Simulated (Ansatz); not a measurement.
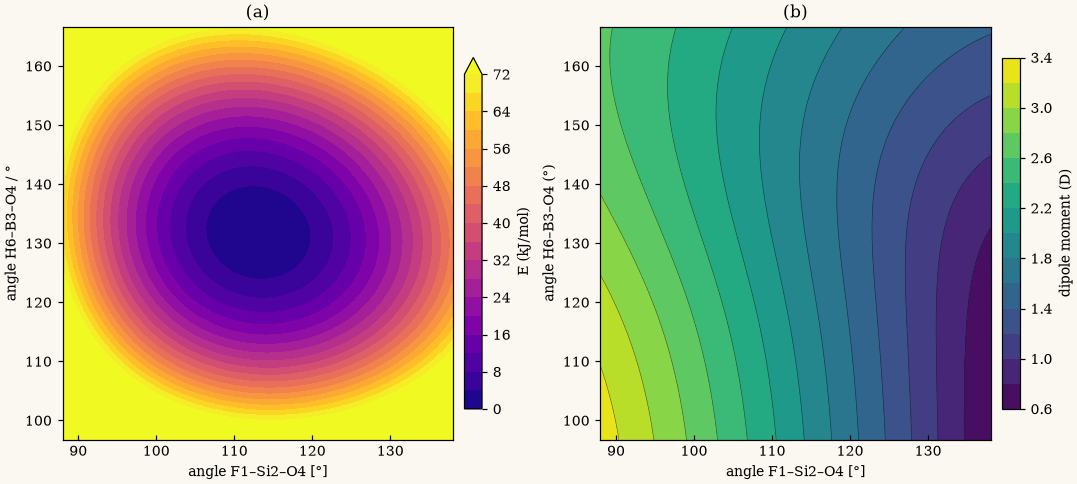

BFH2OSi, SMILES F[SiH]1BO1. First axis: angle F1–Si2–O4. Second axis: angle H6–B3–O4. Nothing is relaxed (all other coordinates rigid). Grid: 15 × 15 points. Points are written as (first, second). Energies: kJ/mol, counted from the relaxed molecule at the same level. Level of theory: Ansatz 0.2.0, RHF/def2-SVP.

Panel (a) is the energy; panel (b) is the computed dipole moment, in D.

Drawn: filled contours, one colour for all values above the top of the scale. Between grid points the surface is interpolated.

**How does the dipole moment vary over the map, and what is it at the lowest grid point?**

Leaving out the highest fifth of the energies, it runs from 0.63 D at (138.0°, 111.7°) to 3.04 D at (88.0°, 121.7°). At the lowest grid point, (113.0°, 131.7°), it is 1.86 D.
